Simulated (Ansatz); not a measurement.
**AlH2ClOF2: geometry relaxation**

The run: geometry relaxation of AlH2ClOF2. Method and program: RKS PBE-D4/def2-SVP (Ansatz 0.2.0).

The input holds or restrains some coordinates. It belongs to a series of runs on one base structure; here: pulled along the bonds that form and break, towards end A. Figures and captions count atoms from 1; the log counts them from 0 in places.

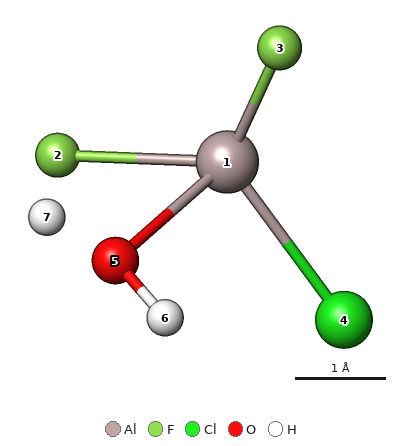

*The input geometry (ball-and-stick view, seen at a tilt; atoms are numbered from 1 in the order of the input). Sticks mark near contacts.*

Input file:
```yaml
crystal:
  periodic: [false, false, false]
  atoms:
    - { symbol: Al, position_ang: [0.0, 0.0, 0.0] }
    - { symbol: F, position_ang: [0.0, 0.0, 2.04] }
    - { symbol: F, position_ang: [1.4635, 0.0, -0.845] }
    - { symbol: Cl, position_ang: [-1.9312, 0.0, -1.115] }
    - { symbol: O, position_ang: [-0.2664, -1.9558, 0.6559] }
    - { symbol: H, position_ang: [-0.6698, -2.5085, -0.087] }
    - { symbol: H, position_ang: [-0.1612, -1.1835, 1.752] }
basis:
  gaussian: { orbitals: def2-SVP }
hamiltonian:
  xc: pbe
  dispersion: d4
relax:
  f_tol: 0.15
  max_steps: 25
  restrain:
    - { distance: [0, 4], at: 2.98, k: 30.0 }
    - { distance: [6, 1], at: 2.12, k: 30.0 }
    - { distance: [0, 1], at: 1.69, k: 30.0 }
    - { distance: [6, 4], at: 1.01, k: 30.0 }
output:
  orbitals: {}
```

Run on 2 threads of Intel Xeon @ 2.50GHz (Skylake/Cascade Lake), 189 GiB of memory available, shared host.

Command:
```bash
ansatz run input.yaml --threads 2 --pin off --max-ram 3072MiB --backend cpu --events-out ev --progress --plain --runs-dir out
```

The program's output:
```
The last accepted step is kept in [file] (removed where the run ends without a failure and the disk answers)
Engine: ansatz 0.2.0, x86_64-unknown-linux-gnu
Functional definition: PBE
  parameter kappa = 0.804
  parameter beta = 0.06672455060314922
  exchange = pbe_x(kappa = kappa, mu = beta*pi^2/3)
  correlation = pbe_c(beta = beta)
943 factors; their error is unknown
mean field evaluation 1: about -26601.5087 eV, gradient 6.8e1 eV
mean field evaluation 2: about -26513.2748 eV, gradient 1.8e2 eV
mean field evaluation 4: about -26609.0990 eV, gradient 1.2e1 eV
mean field evaluation 8: about -26609.4970 eV, gradient 2.8e-1 eV
mean field evaluation 16: about -26609.4435 eV, gradient 3.3e-5 eV
mean field -26609.44354765 eV, -977.8790138474 hartree, gradient 3.3e-5 eV, S^2 0.000000; 0 other end points of the search recorded, 0 dependent functions left out
the calculation of the forces begins
reference -26609.44358490 eV, -977.8790152166 hartree; 29, 29 occupied and 59, 59 virtual orbitals, 943 factors
relax step   1: F+E_penalty+E_count = -26609.57356173 eV  Δ(F+E_penalty+E_count) = +0.000e0 eV  max|allowed force component| = 3.584e0 eV/Å  E_restraint = 27.58840949 eV  max|allowed force component, restraints' pulls added| = 3.156e1 eV/Å  Δτ_max = 0.0000 Å  (27 SCF iters, accepted)
  distance Al 0 - O 4 = 2.0800 Å
  distance H 6 - F 1 = 1.2287 Å
  distance Al 0 - F 1 = 2.0400 Å
  distance H 6 - O 4 = 1.3450 Å
these checks for a lower state are left out or cut short: starts, cluster_reference, orbital_swaps, neighbouring_geometries, increment
943 factors; their error is unknown
mean field -26609.10207187 eV, -977.8664648439 hartree, gradient 8.7e-6 eV, S^2 0.000000; 0 other end points of the search recorded, 0 dependent functions left out
[... from here on the field's lines of each further geometry are left out, up to the last ...]
relax step   2: F+E_penalty+E_count = -26609.23182697 eV  Δ(F+E_penalty+E_count) = +3.417e-1 eV  max|allowed force component| = 3.052e0 eV/Å  E_restraint = 11.73080712 eV  max|allowed force component, restraints' pulls added| = 2.194e1 eV/Å  Δτ_max = 0.1949 Å  (33 SCF iters, accepted)
relax step   3: F+E_penalty+E_count = -26609.64066513 eV  Δ(F+E_penalty+E_count) = -4.088e-1 eV  max|allowed force component| = 2.446e0 eV/Å  E_restraint = 3.18106014 eV  max|allowed force component, restraints' pulls added| = 9.406e0 eV/Å  Δτ_max = 0.1948 Å  (32 SCF iters, accepted)
relax step   4: F+E_penalty+E_count = -26610.24533439 eV  Δ(F+E_penalty+E_count) = -6.047e-1 eV  max|allowed force component| = 1.773e0 eV/Å  E_restraint = 0.10912223 eV  max|allowed force component, restraints' pulls added| = 4.223e0 eV/Å  Δτ_max = 0.1940 Å  (32 SCF iters, accepted)
relax step   5: F+E_penalty+E_count = -26610.65500876 eV  Δ(F+E_penalty+E_count) = -4.097e-1 eV  max|allowed force component| = 1.054e0 eV/Å  E_restraint = 0.03026333 eV  max|allowed force component, restraints' pulls added| = 1.083e0 eV/Å  Δτ_max = 0.1949 Å  (32 SCF iters, accepted)
relax step   6: F+E_penalty+E_count = -26610.83520874 eV  Δ(F+E_penalty+E_count) = -1.802e-1 eV  max|allowed force component| = 1.254e0 eV/Å  E_restraint = 0.00545427 eV  max|allowed force component, restraints' pulls added| = 1.254e0 eV/Å  Δτ_max = 0.1999 Å  (32 SCF iters, accepted)
relax step   7: F+E_penalty+E_count = -26610.89209972 eV  Δ(F+E_penalty+E_count) = -5.689e-2 eV  max|allowed force component| = 1.565e0 eV/Å  E_restraint = 0.01852086 eV  max|allowed force component, restraints' pulls added| = 1.565e0 eV/Å  Δτ_max = 0.1942 Å  (26 SCF iters, accepted)
relax step   8: F+E_penalty+E_count = -26610.96891677 eV  Δ(F+E_penalty+E_count) = -7.682e-2 eV  max|allowed force component| = 1.175e0 eV/Å  E_restraint = 0.01003874 eV  max|allowed force component, restraints' pulls added| = 3.537e-1 eV/Å  Δτ_max = 0.2000 Å  (33 SCF iters, accepted)
relax step   9: F+E_penalty+E_count = -26610.97104434 eV  Δ(F+E_penalty+E_count) = -2.128e-3 eV  max|allowed force component| = 9.938e-1 eV/Å  E_restraint = 0.01374522 eV  max|allowed force component, restraints' pulls added| = 2.739e-1 eV/Å  Δτ_max = 0.0979 Å  (27 SCF iters, rejected (line search))
relax step  10: F+E_penalty+E_count = -26610.97530320 eV  Δ(F+E_penalty+E_count) = -6.386e-3 eV  max|allowed force component| = 9.705e-1 eV/Å  E_restraint = 0.01202616 eV  max|allowed force component, restraints' pulls added| = 1.613e-1 eV/Å  Δτ_max = 0.0479 Å  (27 SCF iters, accepted)
relax step  11: F+E_penalty+E_count = -26610.97773433 eV  Δ(F+E_penalty+E_count) = -2.431e-3 eV  max|allowed force component| = 1.019e0 eV/Å  E_restraint = 0.01362789 eV  max|allowed force component, restraints' pulls added| = 1.650e-1 eV/Å  Δτ_max = 0.0734 Å  (27 SCF iters, accepted)
the calculation of the forces begins
reference -26610.85085122 eV, -977.9307312998 hartree; 29, 29 occupied and 59, 59 virtual orbitals, 943 factors
relax step  12: F+E_penalty+E_count = -26610.97993298 eV  Δ(F+E_penalty+E_count) = -2.199e-3 eV  max|allowed force component| = 9.919e-1 eV/Å  E_restraint = 0.01365931 eV  max|allowed force component, restraints' pulls added| = 1.683e-2 eV/Å  Δτ_max = 0.0622 Å  (26 SCF iters, accepted)
```

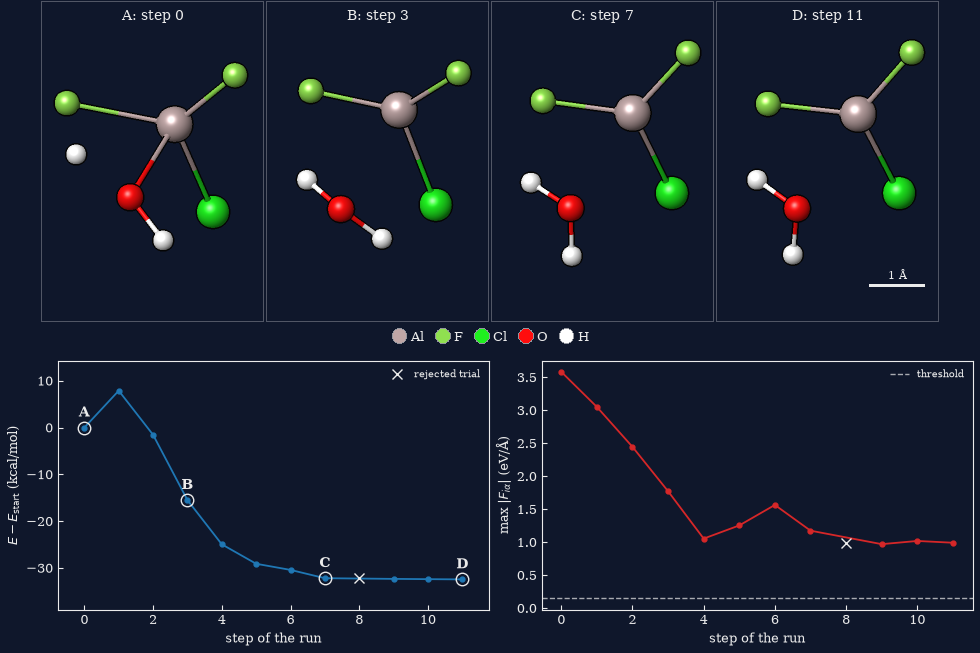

*Frames of the restrained relaxation (ball-and-stick view, seen at a tilt) above the curves, on which the letters mark them (the first geometry is step 0 here and step 1 in the log).*

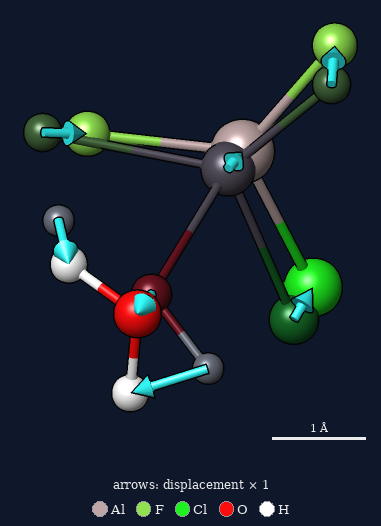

*Start (faint) and end (solid) with the displacements as teal arrows, at true length (ball-and-stick view, seen at a tilt). The two geometries are laid on each other by the best rigid fit.*

The largest move after the best rigid fit is that of H6, 0.88 Å. By element the largest moves are H 0.88 Å, F 0.60 Å, O 0.59 Å, Cl 0.43 Å, Al 0.33 Å. Among the contacts that change: Al1–O5 2.080 → 2.955 Å, Al1–F2 2.040 → 1.685 Å, O5–H7 1.345 → 0.994 Å, Al1–Cl4 2.230 → 2.086 Å. New bonds form: O5–H7 (1.34 → 0.99 Å). Bonds break: Al1–O5 (2.08 → 2.96 Å). After 11 geometry steps the energy has fallen by 32.4 kcal/mol. Largest force component: 3.6 eV/Å at the start, 0.99 eV/Å at the end. The line search rejected the trial step at point 8 (counted from 0) and went back. (Atoms are counted from 1 in the order of the input.)

```
  distance Al 0 - O 4 = 2.9552 Å
  distance H 6 - F 1 = 2.1225 Å
  distance Al 0 - F 1 = 1.6851 Å
  distance H 6 - O 4 = 0.9937 Å
943 factors; their error is unknown
mean field -26610.85081158 eV, -977.9307298431 hartree, gradient 2.0e-5 eV, S^2 0.000000; 1 other end points of the search recorded, 0 dependent functions left out
the calculation of the forces begins
reference -26610.85085122 eV, -977.9307312998 hartree; 29, 29 occupied and 59, 59 virtual orbitals, 943 factors
Total energy: -26610.97997262 eV, -977.9354764238 hartree
Atom 0 at     0.044021     0.299506    -0.123565 Å, force    -0.050651    -0.698174     0.360159 eV/Å
Atom 1 at    -0.080957     0.208704     1.554425 Å, force     0.011935     0.077881    -0.132953 eV/Å
Atom 2 at     1.532969     0.578119    -0.807918 Å, force     0.003169    -0.012077     0.009602 eV/Å
Atom 3 at    -1.701947     0.385082    -1.262570 Å, force    -0.010274    -0.001860     0.001539 eV/Å
Atom 4 at    -0.132170    -2.504741     0.792194 Å, force     0.032054     0.991881     0.171092 eV/Å
Atom 5 at    -1.079988    -2.701974     0.658408 Å, force     0.006423    -0.004725    -0.000232 eV/Å
Atom 6 at    -0.147028    -1.912496     1.589926 Å, force     0.007343    -0.352926    -0.409208 eV/Å
Dipole moment:    -0.360311    -0.128101     0.192950 e Å
```

Trajectory as extended XYZ (Å, eV, eV/Å), 12 frames, from step=1 to step=12:
```
7
Properties=species:S:1:pos:R:3:forces:R:3 step=1 energy=-26609.57356
Al    0.0000    0.0000    0.0000   -1.3139  -3.5838   0.6285
F     0.0000    0.0000    2.0400   -0.0424  -1.1039  -2.1119
F     1.4635    0.0000   -0.8450   -0.4389   0.7081   0.5168
Cl   -1.9312    0.0000   -1.1150    1.2621   0.7256   0.7280
O    -0.2664   -1.9558    0.6559    0.9005   2.4075  -0.5851
H    -0.6698   -2.5085   -0.0870    0.1981   0.8773   1.7962
H    -0.1612   -1.1835    1.7520   -0.5654  -0.0307  -0.9724
7
Properties=species:S:1:pos:R:3:forces:R:3 step=2 energy=-26609.23183
Al    0.0084    0.1547    0.0279   -0.9468  -3.0519   1.3694
F     0.0201    0.1329    1.9506   -0.0591  -0.2182  -2.5685
F     1.4577    0.0153   -0.8370   -0.5760   0.6790   0.5100
Cl   -1.9096    0.0158   -1.1019    1.3585   0.6496   0.8335
O    -0.2727   -2.0997    0.7574    1.5705   2.4971   0.7207
H    -0.6738   -2.5101   -0.0656   -0.2412   1.0036   1.8421
H    -0.1952   -1.3568    1.6695   -1.1059  -1.5593  -2.7071
7
Properties=species:S:1:pos:R:3:forces:R:3 step=3 energy=-26609.64066
Al    0.0164    0.2795    0.0552   -0.5906  -2.4459   0.9590
F     0.0392    0.2724    1.8671   -0.0867   0.3187  -2.3631
F     1.4475    0.0245   -0.8288   -0.7637   0.6998   0.5806
Cl   -1.8880    0.0248   -1.0880    1.4157   0.6136   0.9176
O    -0.2654   -2.2172    0.8307    1.4151   0.4296  -0.0652
H    -0.6803   -2.4951   -0.0416   -0.1925   1.3740   2.0118
H    -0.2346   -1.5368    1.6063   -1.1973  -0.9898  -2.0408
7
Properties=species:S:1:pos:R:3:forces:R:3 step=4 energy=-26610.24533
Al    0.0193    0.3733    0.0429   -0.4159  -1.7729  -0.6955
F     0.0403    0.3921    1.7195   -0.0942   0.3555  -0.0921
F     1.4332    0.0864   -0.8151   -0.3164   0.5420   0.2352
Cl   -1.8313    0.0719   -1.0488    0.8946   0.4519   0.6044
O    -0.2377   -2.3965    0.8993    1.2109  -1.2827  -1.1109
H    -0.6990   -2.4619    0.0243   -0.2337   1.0531   1.4606
H    -0.2898   -1.7131    1.5788   -1.0453   0.6530  -0.4017
7
Properties=species:S:1:pos:R:3:forces:R:3 step=5 energy=-26610.65501
Al    0.0310    0.3025   -0.0113    0.4187  -0.9124  -0.2883
F     0.0209    0.3793    1.6633   -0.0738   0.0891  -0.0619
F     1.4922    0.2699   -0.8439   -0.5328   0.2023   0.2854
Cl   -1.7994    0.1509   -1.0426    0.2691   0.1060   0.1510
O    -0.2018   -2.4879    0.9355    0.8071   0.1459  -0.5244
H    -0.7832   -2.5263    0.1377   -0.1510   0.6249   1.0545
H    -0.3250   -1.7363    1.5621   -0.7373  -0.2559  -0.6163
7
Properties=species:S:1:pos:R:3:forces:R:3 step=6 energy=-26610.83521
Al    0.0595    0.3077   -0.0750    0.7195  -0.8682   0.0233
F     0.0095    0.2616    1.6070   -0.0330   0.2433  -0.1634
F     1.5328    0.4480   -0.8917   -0.7450   0.0568   0.4043
Cl   -1.7654    0.2220   -1.0978    0.0906   0.0516   0.0121
O    -0.1171   -2.4790    0.9247   -0.8202   0.9692  -0.6704
H    -0.8980   -2.5785    0.2928    0.8232   0.2614   1.2543
H    -0.3864   -1.8297    1.6409   -0.0352  -0.7141  -0.8603
7
Properties=species:S:1:pos:R:3:forces:R:3 step=7 energy=-26610.89210
Al    0.0887    0.2939   -0.0823    0.3504  -0.7184   0.0834
F     0.0008    0.2767    1.6010    0.0364   0.0908  -0.1991
F     1.5516    0.5482   -0.8735   -0.5444  -0.0560   0.3189
Cl   -1.7330    0.2130   -1.1161    0.1143   0.0385   0.0041
O    -0.1234   -2.4859    0.8692   -1.5030   0.9076  -0.6282
H    -1.0196   -2.6735    0.4108    1.5649   0.4815   1.0871
H    -0.3303   -1.8203    1.5917   -0.0186  -0.7439  -0.6661
7
Properties=species:S:1:pos:R:3:forces:R:3 step=8 energy=-26610.96892
Al    0.0631    0.2986   -0.1145   -0.2783  -0.6849   0.3518
F    -0.0336    0.2373    1.5661   -0.0137   0.0418  -0.1378
F     1.5279    0.5785   -0.8367    0.1506   0.0030  -0.0509
Cl   -1.7106    0.3702   -1.2245    0.0838  -0.0171   0.0639
O    -0.1272   -2.4989    0.8242    0.0505   1.1750   0.2828
H    -1.0391   -2.7591    0.5905   -0.0321   0.0580   0.0781
H    -0.2456   -1.8743    1.5959    0.0392  -0.5758  -0.5878
7
Properties=species:S:1:pos:R:3:forces:R:3 step=9 energy=-26610.97104 accepted=F
Al    0.0765    0.3183   -0.1123   -0.2228  -0.7578   0.3021
F    -0.0293    0.2253    1.5666    0.0292   0.0703  -0.1419
F     1.5436    0.6403   -0.8205    0.0457   0.0000   0.0074
Cl   -1.6883    0.3015   -1.2315    0.0334   0.0544   0.0161
O    -0.1722   -2.4908    0.7717    0.3258   0.9938   0.2320
H    -1.1031   -2.7521    0.6643   -0.1826   0.0286  -0.0282
H    -0.1924   -1.8902    1.5626   -0.0287  -0.3893  -0.3874
7
Properties=species:S:1:pos:R:3:forces:R:3 step=10 energy=-26610.97530
Al    0.0543    0.3169   -0.1204   -0.1629  -0.8117   0.4008
F    -0.0539    0.2172    1.5584   -0.0017   0.1299  -0.1404
F     1.5358    0.5724   -0.8225    0.0717   0.0360  -0.0313
Cl   -1.7091    0.3680   -1.2396    0.0330   0.0290   0.0186
O    -0.1276   -2.4867    0.7995   -0.1287   0.9705   0.2363
H    -1.0590   -2.7353    0.6249    0.1168   0.0445   0.0197
H    -0.2056   -1.9004    1.6005    0.0718  -0.3983  -0.5035
7
Properties=species:S:1:pos:R:3:forces:R:3 step=11 energy=-26610.97773
Al    0.0616    0.2927   -0.1208   -0.1025  -0.6629   0.3835
F    -0.0565    0.2135    1.5588    0.0209   0.0462  -0.1481
F     1.5378    0.6216   -0.8088    0.0197  -0.0309  -0.0039
Cl   -1.6967    0.3259   -1.2442   -0.0067   0.0025  -0.0132
O    -0.1496   -2.5106    0.7877   -0.0986   1.0190   0.1962
H    -1.1051   -2.6834    0.6489    0.1650   0.0271   0.0145
H    -0.1565   -1.9075    1.5792    0.0021  -0.4011  -0.4290
7
Properties=species:S:1:pos:R:3:forces:R:3 step=12 energy=-26610.97993
Al    0.0440    0.2995   -0.1236   -0.0507  -0.6982   0.3602
F    -0.0810    0.2087    1.5544    0.0119   0.0779  -0.1330
F     1.5330    0.5781   -0.8079    0.0032  -0.0121   0.0096
Cl   -1.7019    0.3851   -1.2626   -0.0103  -0.0019   0.0015
O    -0.1322   -2.5047    0.7922    0.0321   0.9919   0.1711
H    -1.0800   -2.7020    0.6584    0.0064  -0.0047  -0.0002
H    -0.1470   -1.9125    1.5899    0.0073  -0.3529  -0.4092
```

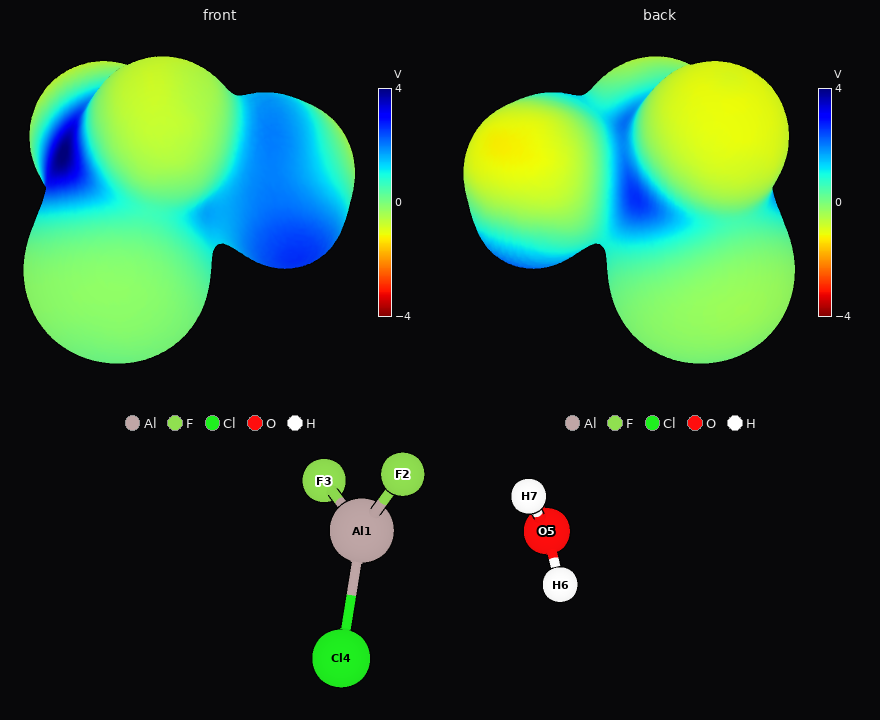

*The molecular electrostatic potential painted on the density surface at 0.002 e/bohr³, seen at a tilt and from behind; the colour scale runs from red (negative) to blue (positive). The bare structure is drawn below in the same view.*

A positive charge is drawn to the negative regions and a negative charge to the positive ones.

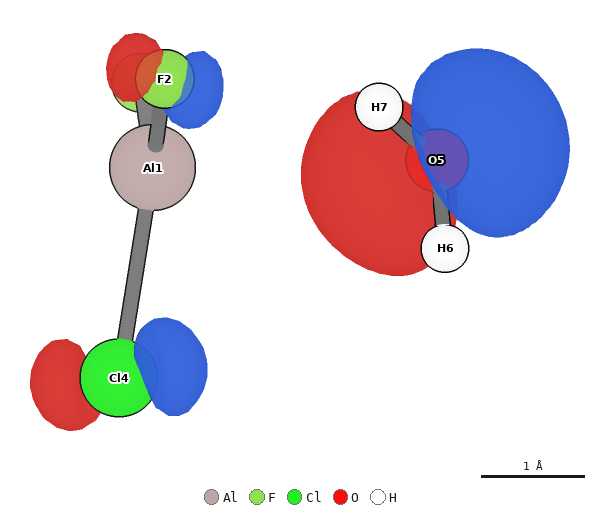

*One frontier orbital at ±0.15 Å⁻³ᐟ² (blue and red are the two phases), seen at a tilt.*

The HOMO, at −7.67 eV.

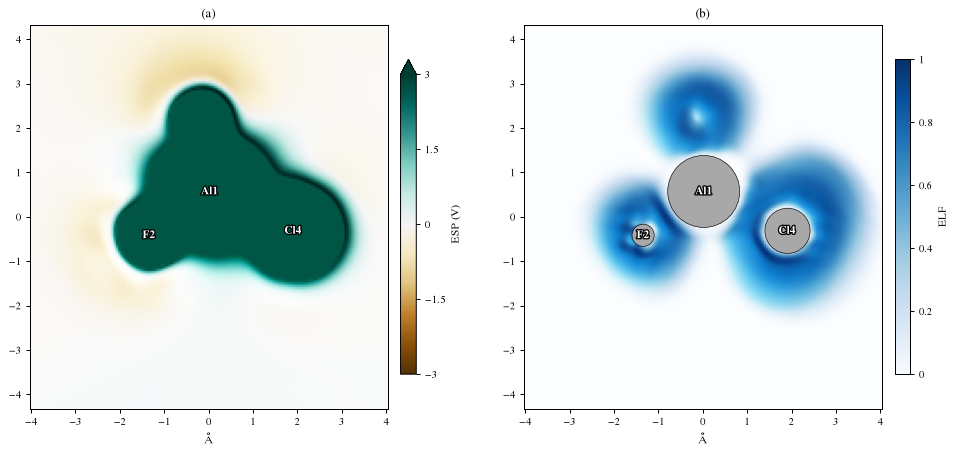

*(a) electrostatic potential; (b) electron localisation function on the plane of atoms F2, Al1 and Cl4. Grey discs, where drawn, cover atomic cores.*

The section cuts through Al, F and Cl sites. Al–F (1.69 Å): the ELF peaks at about 0.90 in the valence shell of F, 0.5 Å from its nucleus, and is about 0.20 at the midpoint. Al–Cl (2.09 Å): the ELF peaks at about 0.85 in the valence shell of Cl, 0.9 Å from its nucleus, and is about 0.80 at the midpoint.

Summary:

- outcome: converged under the restraints of the input
- total energy: −26610.9800 eV
- mean-field energy: −26610.8509 eV
- largest force (length of the vector) at the end, held atoms and coordinates included: 1.007 eV/Å
- wall time: 1.7 min (CPU time 75 s)
- peak memory: 0.16 GiB
